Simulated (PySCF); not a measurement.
# Frequency calculation of LaH$_{3}$

LaH$_{3}$, computed with RKS-based PBE0, La x2c-TZVPall, H x2c-TZVPall; spin-free X2C-1e, Gaussian nucleus; density fitting (PySCF 2.14.0).

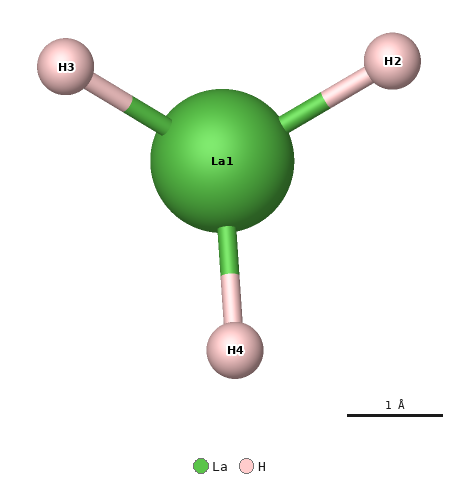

Fig. 1: The structure as given in the input (ball-and-stick view, seen at a tilt; atoms are numbered from 1 in the order of the input). Sticks mark near contacts.

Results in brief:

- outcome: converged
- total energy: −8493.934559 hartree
- HOMO: −6.73 eV
- LUMO: −1.95 eV
- zero-point energy: 0.012423 hartree
- dipole moment: 4.30 D
- wavenumbers, lowest and highest: 289 and 1423 cm⁻¹
- hardware: 2 threads of Arm Neoverse V1, 112 GiB of memory available, shared host
- wall time: 83 s (CPU time 2.3 min)
- peak memory: 1.6 GiB

Input file:
```python
from pyscf import gto, scf, dft
mol = gto.M(atom='''
La     0.000000    -0.000000    -0.012647
H      2.011544    -0.000012     0.567066
H     -1.005762     1.742054     0.567066
H     -1.005782    -1.742042     0.567066''',
    basis={'La': 'x2c-TZVPall', 'H': 'x2c-TZVPall'},
    nucmod='G',
    charge=0, spin=0)
mf = dft.RKS(mol, xc='PBE0')
mf.grids.atom_grid = (75, 302)
mf.grids.prune = None
aux = {'La': 'AutoAux', 'H': 'AutoAux'}  # AutoAux: made from the orbital basis by basis_set_exchange (get_aux=1)
mf = mf.density_fit(auxbasis=aux).sfx2c1e()
mf.conv_tol = 1e-09
mf.diis_space = 10
mf.max_cycle = 60
mf.verbose = 4
mf.kernel()
```

The script is an equivalent of the set-up of the self-consistent field. The run itself was carried out by a driver, which started from the orbitals of the step before it where there was one and computed the further properties.

Run as:
```bash
OMP_NUM_THREADS=2 python axn.py task.json out
```

What the program printed:
```
init E= -8493.93455909249
  HOMO = -0.247449957179006  LUMO = -0.0716280605729331  gap/eV = 4.78436
cycle= 1 E= -8493.93455909248  delta_E= 7.28e-12  |g|= 1.43e-06  |ddm|= 1.93e-06
  HOMO = -0.247449858879889  LUMO = -0.0716280586294746  gap/eV = 4.78435
Extra cycle  E= -8493.93455909247  delta_E= 7.28e-12  |g|= 1.65e-06  |ddm|= 1.98e-06
converged SCF energy = -8493.93455909247
```

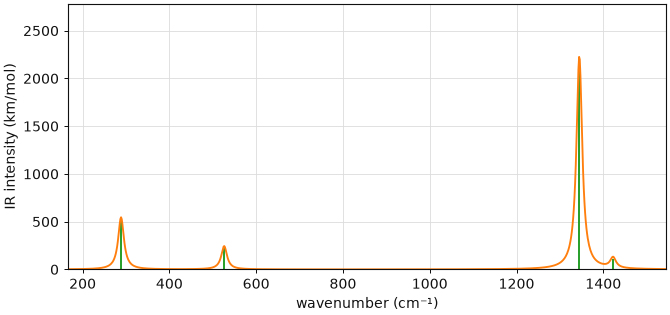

Fig. 2: Harmonic infrared spectrum, unscaled: sticks (degenerate modes added up, dark ones marked on the axis) with a Lorentzian envelope of 16 cm⁻¹ full width, scaled to the tallest stick. 6 modes from 289 to 1423 cm⁻¹, none imaginary. The strongest line is at 1345 cm⁻¹ (2226 km/mol). All modes, in cm⁻¹ (km/mol): 289 (544), 526 (122), 526 (122), 1345 (1113), 1345 (1113), 1423 (110).

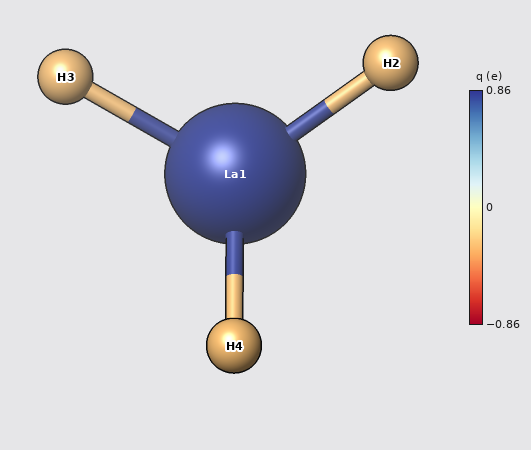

Fig. 3: Mulliken charges, as the colour of each atom (ball-and-stick view, seen at a tilt; atoms are numbered from 1 in the order of the input). By element: La +0.82 and H −0.27 e.
